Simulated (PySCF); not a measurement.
System: Pb···Pb···Pb (charge +2, triplet).

```yaml
atoms:
  - { symbol: Pb, position_ang: [1.7135, -0.0006, 0.0000] }
  - { symbol: Pb, position_ang: [-0.8563, 1.9296, 0.0000] }
  - { symbol: Pb, position_ang: [-0.8572, -1.9289, 0.0000] }
```

⟨S²⟩ = 2.10, above the pure value of 2.00; core potentials replace the inner electrons of Pb.

Theory: UKS PBE, Pb def2-SVP with ECP60; non-relativistic Hamiltonian with scalar-relativistic core potentials where named; density fitting in PySCF.

What will maps of the electron density, electron localisation function and spin density show?

Pb1···Pb3 (3.21 Å): the density falls to about 0.2 e/Å³ on the way; the ELF dips to about 0.30 between them.
Pb–Pb (3.21 Å): the density is about 0.2 e/Å³ at the midpoint; the ELF is about 0.35 at the midpoint.
The unpaired spin (2 electrons) lies mostly on Pb1 (about 1.0), Pb2 (about 0.5) and Pb3 (about 0.5), in electrons by Hirshfeld's partition.

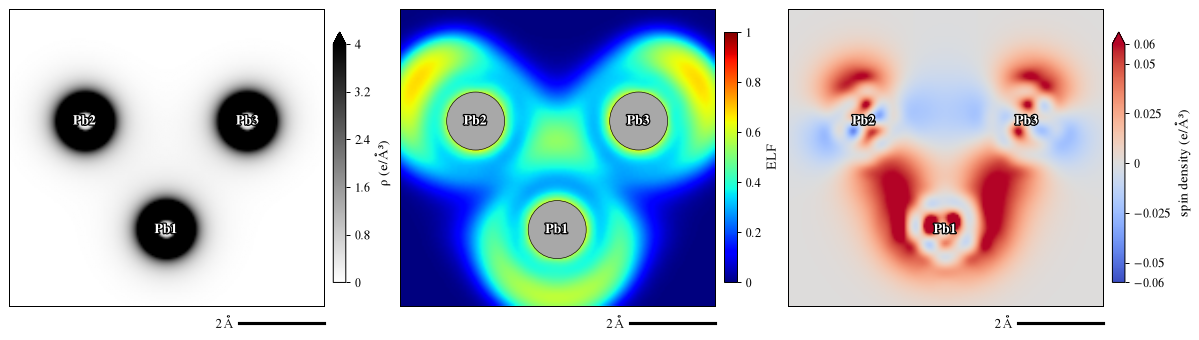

Computed electron density, electron localisation function and spin density on the molecular plane, in this order. Grey discs cover the atomic cores in the ELF map. 
